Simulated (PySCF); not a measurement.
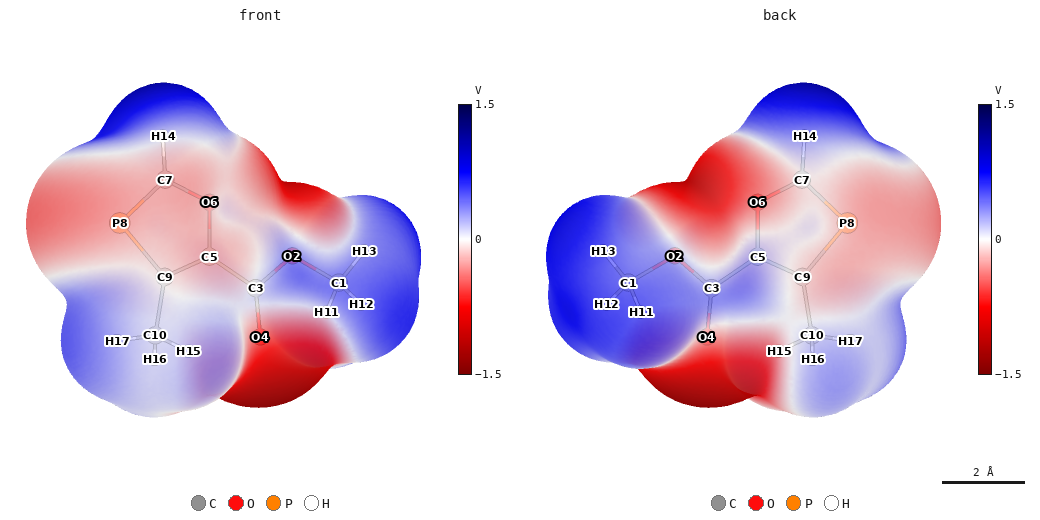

Figure 1: C$_{6}$H$_{7}$O$_{3}$P. The molecular electrostatic potential painted on the density surface at 0.001 e/bohr³, seen from the front and from behind; red is negative and blue positive.

Geometry: GFN2-xTB.

The calculation used PBE0/pcSseg-1, SCF density, gas phase, non-relativistic (PySCF 2.14.0).

```yaml
atoms:
  - { symbol: C, position_ang: [3.1427, -0.0643, -0.0170] }
  - { symbol: O, position_ang: [1.8679, 0.5531, 0.0603] }
  - { symbol: C, position_ang: [0.8150, -0.2703, -0.0370] }
  - { symbol: O, position_ang: [0.9061, -1.4659, -0.1835] }
  - { symbol: C, position_ang: [-0.4537, 0.4605, 0.0574] }
  - { symbol: O, position_ang: [-0.4087, 1.7944, 0.2180] }
  - { symbol: C, position_ang: [-1.6294, 2.3132, 0.2828] }
  - { symbol: P, position_ang: [-2.9345, 1.2096, 0.1528] }
  - { symbol: C, position_ang: [-1.7205, -0.0745, -0.0041] }
  - { symbol: C, position_ang: [-2.0297, -1.5195, -0.1777] }
  - { symbol: H, position_ang: [3.2600, -0.5761, -0.9745] }
  - { symbol: H, position_ang: [3.2599, -0.7949, 0.7861] }
  - { symbol: H, position_ang: [3.8718, 0.7353, 0.0827] }
  - { symbol: H, position_ang: [-1.6670, 3.3819, 0.4109] }
  - { symbol: H, position_ang: [-1.5902, -2.0995, 0.6323] }
  - { symbol: H, position_ang: [-1.5918, -1.8906, -1.1030] }
  - { symbol: H, position_ang: [-3.1051, -1.6804, -0.1961] }
```

Q: Where is the surface potential most negative and most positive?

A: The most negative region (about −1.3 V) lies over O4, the most positive (about +1.1 V) over H14. O4 is the likeliest acceptor of a hydrogen bond.

Q: What dipole moment does the calculation give?

A: Its dipole moment is 1.41 D.
